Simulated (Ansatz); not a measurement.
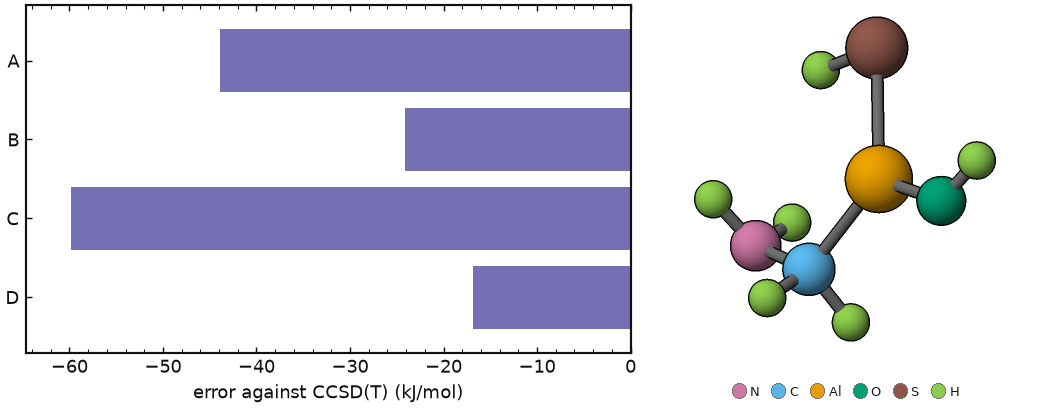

Error in the electronic atomisation energy (method less reference, so positive means overbinding) of CH₆AlNOS, SMILES N[CH2][Al]([OH])[SH], singlet: functionals in def2-TZVPP against frozen-core CCSD(T) at the limit (MP2 extrapolated from triple and quadruple zeta, plus CCSD(T) less MP2 in a smaller set), which gives 3886.7 kJ/mol, at a PBE0-D4/def2-TZVP geometry (a minimum by its frequencies), no zero-point or spin-orbit term, the Ansatz code. The reference leaves out core correlation, a term that grows with the number of heavy atoms. B2PLYP holds a correlation term that converges slowly with the basis, so part of the distance to the limit is basis error. No dispersion term is added to B2PLYP.

Question: The letters stand for B2PLYP, B3LYP-D4, PBE0-D4 and revPBE-D4. Which is which?

Answer: A: revPBE-D4 (−43.9 kJ/mol); B: PBE0-D4 (−24.1 kJ/mol); C: B2PLYP (−59.9 kJ/mol); D: B3LYP-D4 (−16.9 kJ/mol).

Limits of at least one run: one conformer of a flexible molecule.
